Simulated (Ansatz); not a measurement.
**Response to strain in CuAu**

Consider CuAu (space group P4/mmm, No. 123; a = 2.8694 Å, c = 3.6452 Å; relaxed with 0.1 eV smearing). Axes: x, y, z lie along a, b, c of the conventional cell.

Strains are applied to the cell and any free atomic positions relax; under biaxial strain the out-of-plane vector relaxes too.

Computed with plane-wave PAW DFT at the PBE level (Ansatz, an electronic-structure program, 420 eV), without spin-orbit coupling.

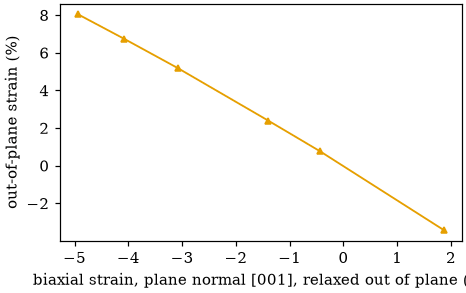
Figure: Out-of-plane strain against biaxial strain, plane normal [001], relaxed out of plane

Question: From the plot, what is the out-of-plane strain for biaxial strain −4.08 %, plane normal [001], relaxed out of plane?

Answer: About 6.7 %.

Question: Is the trend monotonic over the range shown?

Answer: Yes, it falls throughout, spanning -3.42 % to +8.03 %.

No phonon test of stability was made. The final runs are not spin-polarised.
